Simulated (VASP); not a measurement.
# NaVP with SCAN: from relaxation to properties, part 5 of 5

Aim: relax NaVP, then compute properties on the relaxed cell. The cell is generated by rule, not measured, and may not be a known phase. Left out of this account: 4 further runs (self-consistent run: a volume scan without its fit; self-consistent run: a spoilt try).

VASP 6.6.1, plane waves and PAW; the level of theory is named at each step.

Still holding for the runs below: The cell holds one magnetic atom, so no antiferromagnetic order fits into it. The k-mesh is coarse for a metal.

So far, moment of the cell, from the last line of the log (μB): step 2 (rough relaxation of the start cell, SCAN) 2.35; step 3 (relaxing cell and atoms (SCAN)) 2.35; step 6 (density of states (SCAN)) 2.39; step 7 (a semilocal run for the hybrid's start, PBE) 2.23.

## (8) Band structure (HSE06)

This step: HSE06, spin-polarised from a ferromagnetic start; plane waves and PAW (Na_pv, V_sv, P); invented cell (VASP 6.6.1).

HSE06 mixes in a quarter of exact exchange at short range, at far higher cost; in semiconductors this cures much of the gap error, while metals seldom gain.

INCAR reads:

```
SYSTEM = NaVP
PREC = Accurate
ENCUT = 400
EDIFF = 1E-06
NELM = 100
ISMEAR = -1
SIGMA = 0.05
LREAL = .FALSE.
ALGO = Normal
LHFCALC = .TRUE.
AEXX = 0.25
GGA = PE
HFSCREEN = 0.2
LASPH = .TRUE.
NBANDS = 20
ISPIN = 2
MAGMOM = 0.016 2.092 -0.152
LMAXMIX = 4
PRECFOCK = Fast
LORBIT = 11
LWAVE = .FALSE.
LCHARG = .FALSE.
```

POSCAR reads:

```
NaVP
1.0
    3.3529981911      0.0000000000      0.0000000000
    0.0000000000      3.3529981911      0.0000000000
    0.0000000000      0.0000000000      5.9153771581
Na V P
1 1 1
Direct
    0.5000000000      0.5000000000      0.0000000000
    0.5000000000      0.5000000000      0.5000000000
    0.0000000000      0.0000000000      0.5000000000
```

KPOINTS reads:

```
Automatic mesh
0
Gamma
4 4 3
0 0 0
```

KPOINTS_OPT reads:

```
Line mode
6
Line-mode
Reciprocal
  0.00000000   0.00000000   0.00000000 GAMMA
  0.00000000   0.50000000   0.00000000 X

  0.00000000   0.50000000   0.00000000 X
  0.50000000   0.50000000   0.00000000 M

  0.50000000   0.50000000   0.00000000 M
  0.00000000   0.00000000   0.00000000 GAMMA

  0.00000000   0.00000000   0.00000000 GAMMA
  0.00000000   0.00000000   0.50000000 Z

  0.00000000   0.00000000   0.50000000 Z
  0.00000000   0.50000000   0.50000000 R

  0.00000000   0.50000000   0.50000000 R
  0.50000000   0.50000000   0.50000000 A

  0.50000000   0.50000000   0.50000000 A
  0.00000000   0.00000000   0.50000000 Z

  0.00000000   0.50000000   0.00000000 X
  0.00000000   0.50000000   0.50000000 R

  0.50000000   0.50000000   0.00000000 M
  0.50000000   0.50000000   0.50000000 A
```

Potentials, in the order of the species: Na_pv, V_sv and P (PBE family, release 64).

The WAVECAR or CHGCAR of an earlier step is read.

Run with:

```console
$ mpirun -np 1 vasp_std
```

Log:

```text
[banner, memory and clock lines left out]
running    1 mpi-ranks, on    1 nodes
 distrk:  each k-point on    1 cores,    1 groups
 distr:  one band on    1 cores,    1 groups

 POSCAR found type information on POSCAR NaV P
 POSCAR found :  3 types and       3 ions
 LDA part: xc-table for (Slater+PW92), standard interpolation
 found WAVECAR, reading the header
 POSCAR, INCAR and KPOINTS ok, starting setup
 FFT: planning ... GRIDC
 FFT: planning ... GRID_SOFT
 FFT: planning ... GRID
 reading WAVECAR
 the WAVECAR file was read successfully
 initial charge from wavefunction
 entering main loop
       N       E                     dE             d eps       ncg     rms          rms(c)
DAV:   1    -0.194498600958E+02   -0.19450E+02   -0.11815E+00  1048   0.681E+00    0.278E+00
DAV:   2    -0.195505903641E+02   -0.10073E+00   -0.34214E-01  1048   0.413E+00    0.177E+00
DAV:   3    -0.195964496198E+02   -0.45859E-01   -0.92590E-02  1056   0.238E+00    0.117E+00
DAV:   4    -0.196018478829E+02   -0.53983E-02   -0.21976E-02  1100   0.986E-01    0.762E-01
DAV:   5    -0.196002802187E+02    0.15677E-02   -0.39773E-03  1056   0.619E-01    0.384E-01
DAV:   6    -0.195998110634E+02    0.46916E-03   -0.64727E-04  1116   0.206E-01    0.223E-01
DAV:   7    -0.195996399387E+02    0.17112E-03   -0.27276E-04  1060   0.133E-01    0.140E-01
DAV:   8    -0.195995896214E+02    0.50317E-04   -0.52250E-05  1160   0.565E-02    0.785E-02
DAV:   9    -0.195995754223E+02    0.14199E-04   -0.19880E-05  1080   0.311E-02    0.443E-02
DAV:  10    -0.195995700193E+02    0.54030E-05   -0.39430E-06   884   0.154E-02    0.270E-02
DAV:  11    -0.195995686988E+02    0.13205E-05   -0.16967E-06   832   0.896E-03    0.163E-02
DAV:  12    -0.195995681587E+02    0.54007E-06   -0.42882E-07   612   0.481E-03
   1 F= -.19599568E+02 E0= -.19596662E+02  d E =-.581143E-02  mag=     2.3479
 Start KPOINTS_OPT (optional k-point list driver)
k-point batch [1-12\54]
       N       E                     dE             ncg
DAV:   1    -0.276408841397E+04   -0.93955E+04     1144
DAV:   2    -0.579781757138E+04   -0.30337E+04      976
DAV:   3    -0.596552826951E+04   -0.16771E+03     1104
DAV:   4    -0.597118139761E+04   -0.56531E+01     1084
DAV:   5    -0.597128867721E+04   -0.10728E+00     1108
DAV:   6    -0.597129158184E+04   -0.29046E-02     1216
DAV:   7    -0.597129167883E+04   -0.96991E-04     1144
DAV:   8    -0.597129168317E+04   -0.43404E-05     1100
DAV:   9    -0.597129168335E+04   -0.17469E-06      684
[...]
k-point batch [49-54\54]
       N       E                     dE             ncg
DAV:   1     0.279846578974E+04   -0.66235E+04      528
DAV:   2     0.120346297803E+04   -0.15950E+04      484
DAV:   3     0.111689964481E+04   -0.86563E+02      584
DAV:   4     0.111396723285E+04   -0.29324E+01      536
DAV:   5     0.111391696135E+04   -0.50272E-01      632
DAV:   6     0.111391583009E+04   -0.11313E-02      656
DAV:   7     0.111391579496E+04   -0.35125E-04      640
DAV:   8     0.111391579360E+04   -0.13677E-05      528
DAV:   9     0.111391579354E+04   -0.56092E-07      324
```

Elapsed: 32 min, on 1 MPI rank of Intel Xeon Platinum 8488C (Sapphire Rapids), shared host; peak memory 0.33 GiB.

From OUTCAR (step 8):

```text
   k-points           NKPTS =     12   k-points in BZ     NKDIM =     48   number of bands    NBANDS=     20

   NELECT =      25.0000    total number of electrons

  exchange ACFDT corr.  =         0.00000000  see jH, gK, PRB 81, 115126

 E-fermi :   4.4794

 spin component 1
 k-point     1 :       0.0000    0.0000    0.0000
  band No.  band energies     occupation
    ...
     12       2.7754      1.00000
     13       2.7754      1.00000
     14       3.3384      1.00000
     15       4.0857      0.99962
     16       4.0857      0.99962
     17       5.3151      0.00000
     18      10.7201      0.00000
     19      10.9406      0.00000
     20      13.6113      0.00000

 k-point     2 :       0.2500    0.0000    0.0000
  band No.  band energies     occupation
    ...
     10      -0.0099      1.00000
     11       1.0871      1.00000
     12       1.4102      1.00000
     13       2.8930      1.00000
     14       3.6334      1.00000
     15       4.7800      0.00244
     16       5.7478      0.00000
     17       7.6236      0.00000
     18       9.3414      0.00000
     19      10.7052      0.00000
    ...

 POSITION                                       TOTAL-FORCE (eV/Angst)
 -----------------------------------------------------------------------------------
      1.67650      1.67650      0.00000         0.000000      0.000000      0.000000
      1.67650      1.67650      2.95769         0.000000      0.000000      0.000000
      0.00000      0.00000      2.95769         0.000000      0.000000      0.000000
 -----------------------------------------------------------------------------------
    total drift:                               -0.000002      0.000002      0.000001

  FREE ENERGIE OF THE ION-ELECTRON SYSTEM (eV)
  ---------------------------------------------------
  free  energy   TOTEN  =       -19.5995681587 eV

  energy  without entropy=      -19.5937567262  energy(sigma->0) =      -19.59666244

 magnetization (x)
# of ion       s       p       d       tot
------------------------------------------
    1        0.009   0.009   0.000   0.017
    2        0.032   0.020   2.164   2.216
    3       -0.026  -0.172   0.000  -0.198
--------------------------------------------------
tot          0.015  -0.144   2.164   2.036

[... 7 parts as in an earlier step ...]

[... 14 further parts left out ...]
```

The k-mesh is coarse for exact exchange; levels may shift by about 0.1 eV on a finer one.

This step gave:

| Quantity | Value |
| --- | --- |
| SCF cycles | 12 |
| free energy (TOTEN) | -19.60 eV |
| energy at zero smearing | -19.60 eV |
| Fermi energy | 4.479 eV |
| moment of the cell, from the last line of the log | 2.348 μB |

Spin moment in the PAW sphere by atom:

| atom | spin moment in the PAW sphere (μB) |
| --- | --- |
| Na1 | 0.02 |
| V2 | 2.22 |
| P3 | -0.20 |

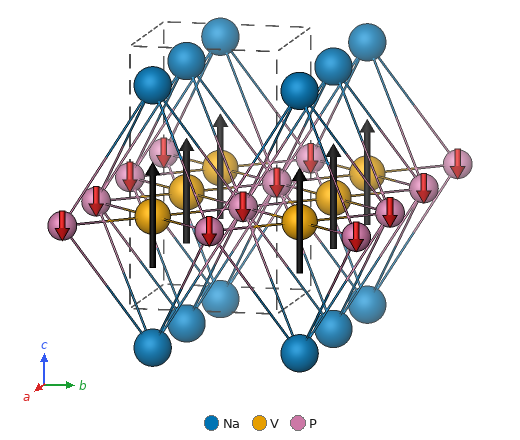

Spin moment in the PAW sphere as arrows, the longest 2.22 μB. Up and down stand for the sign. Arrows give size and sign along the axis of quantisation, drawn up and down the page. Each arrow also spans its atom, so small moments look longer than they are. The two directions have two colours. 3×2×1 cells are drawn. Some periodic images of atoms are drawn too.

Spin up. Electronic bands along the path, in eV, zero at the Fermi level; # counts the bands kept, so #1 is VASP's band 9:

| point | #3 | #4 | #5 | #6 | #7 | #8 | #9 | #10 |
| --- | --- | --- | --- | --- | --- | --- | --- | --- |
| Γ | -2.20 | -1.70 | -1.70 | -1.14 | -0.39 | -0.39 | 0.84 | 6.24 |
| X | -4.29 | -2.31 | -1.47 | 1.38 | 1.60 | 1.61 | 1.76 | 4.09 |
| M | -2.76 | -2.76 | -1.74 | -0.67 | 1.89 | 2.15 | 2.16 | 4.92 |
| Γ | -2.20 | -1.70 | -1.70 | -1.14 | -0.39 | -0.39 | 0.84 | 6.24 |
| Z | -2.20 | -1.71 | -1.71 | -1.14 | -0.39 | -0.39 | 1.59 | 4.75 |
| R | -4.29 | -1.91 | -1.47 | -0.20 | 1.08 | 1.71 | 4.24 | 5.43 |
| A | -2.81 | -2.81 | -1.59 | -0.98 | 1.89 | 2.29 | 2.44 | 4.11 |
| Z | -2.20 | -1.71 | -1.71 | -1.14 | -0.39 | -0.39 | 1.59 | 4.75 |
| jump to X | -4.29 | -2.31 | -1.47 | 1.38 | 1.60 | 1.61 | 1.76 | 4.09 |
| R | -4.29 | -1.91 | -1.47 | -0.20 | 1.08 | 1.71 | 4.24 | 5.43 |
| jump to M | -2.76 | -2.76 | -1.74 | -0.67 | 1.89 | 2.15 | 2.16 | 4.92 |
| A | -2.81 | -2.81 | -1.59 | -0.98 | 1.89 | 2.29 | 2.44 | 4.11 |

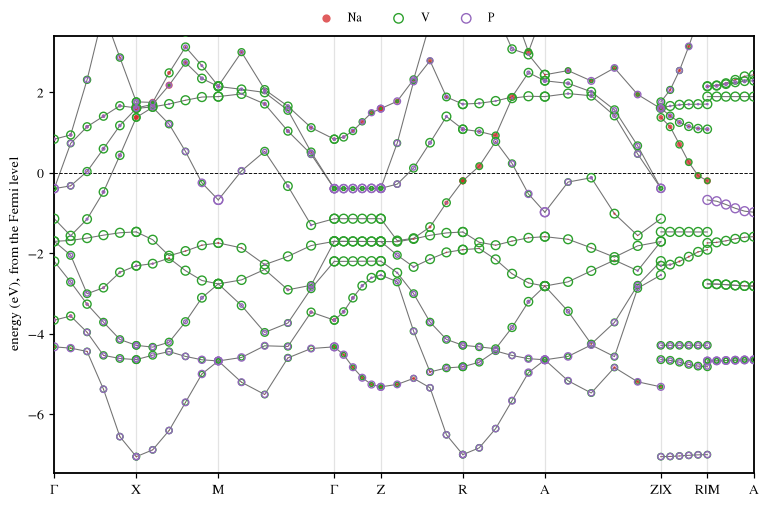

Electronic bands along the path; dots are coloured as in the legend, and their area grows with the weight.

Spin down. The electronic bands at the labelled points (eV, zero at the Fermi level; # counts the bands kept, so #1 is VASP's band 9):

| point | #1 | #2 | #3 | #4 | #5 | #6 | #7 |
| --- | --- | --- | --- | --- | --- | --- | --- |
| Γ | -4.31 | -2.41 | -1.24 | -0.59 | -0.59 | 1.00 | 3.22 |
| X | -6.74 | -3.61 | -3.47 | 1.01 | 1.30 | 2.50 | 3.22 |
| M | -4.66 | -4.66 | -1.45 | 1.09 | 1.09 | 2.61 | 3.34 |
| Γ | -4.31 | -2.41 | -1.24 | -0.59 | -0.59 | 1.00 | 3.22 |
| Z | -5.30 | -1.23 | -0.58 | -0.58 | 0.83 | 1.00 | 1.11 |
| R | -6.69 | -3.97 | -3.47 | 0.61 | 2.34 | 3.11 | 3.22 |
| A | -4.64 | -4.64 | -1.75 | 0.80 | 0.80 | 3.09 | 3.45 |
| Z | -5.30 | -1.23 | -0.58 | -0.58 | 0.83 | 1.00 | 1.11 |
| jump to X | -6.74 | -3.61 | -3.47 | 1.01 | 1.30 | 2.50 | 3.22 |
| R | -6.69 | -3.97 | -3.47 | 0.61 | 2.34 | 3.11 | 3.22 |
| jump to M | -4.66 | -4.66 | -1.45 | 1.09 | 1.09 | 2.61 | 3.34 |
| A | -4.64 | -4.64 | -1.75 | 0.80 | 0.80 | 3.09 | 3.45 |

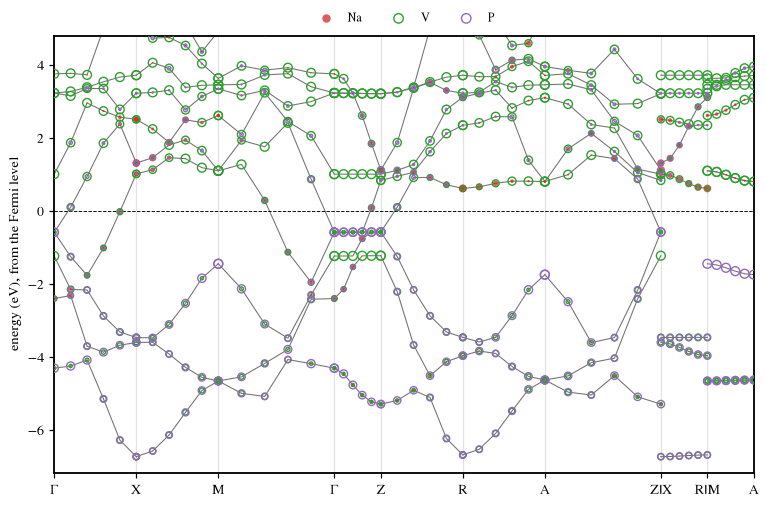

Electronic bands along the path; dots are coloured as in the legend, and their area grows with the weight.

There is no gap at this level.

## (9) What came out

- relaxed volume: 22.17 Å³/atom
- relaxed conventional cell a, b, c: 3.353, 3.353, 5.915 Å
- space group after relaxing, within 0.02 Å: P4/mmm (No. 123)
- moment of the cell (7×7×4 mesh): 2.35 μB
- largest site moment (7×7×4 mesh): 2.09 μB on V2
- band gap: none, a metal
- DOS at the Fermi level: 1.49 states/eV/cell
- band gap (HSE06): none, a metal

With SCAN, NaVP relaxes to 22.17 Å³/atom in space group P4/mmm, comes out as a metal and keeps moments of up to 2.09 μB (7×7×4 mesh). Bands along the symmetry lines (SCAN), spin up: Of the bands kept, 3 cross the Fermi level on this path. Bands along the symmetry lines (SCAN), spin down: Of the bands kept, 2 cross the Fermi level on this path. Band structure (HSE06), spin up: Of the bands kept, 3 cross the Fermi level on this path. Band structure (HSE06), spin down: Of the bands kept, 2 cross the Fermi level on this path. The other levels ran on the cell relaxed with SCAN, and without spin-orbit coupling unless named. The k-sampling is coarse for a metal, so the Fermi level, moments, pressures and the shape of the cell carry errors. Only the typed magnetic starts were tried, so the magnetic ground state may differ and with it the other results. No search among competing phases was made. All values are for a static lattice at zero temperature.

[Lines on the potential files, build, host, timing and source positions are cut from VASP's logs without a mark.]

[Logs are printed without paths, hosts, clocks, repeated set-up lines and the standing remarks that a program may print on its own settings, such as how far it seeks lower states.]

[Hosts, paths, dates, database ids (printed as entryN), source tags and the programs' standing remarks are cut or masked in the printed files.]

[A measured line is paired with the nearest computed mode of its activity, which favours agreement.]
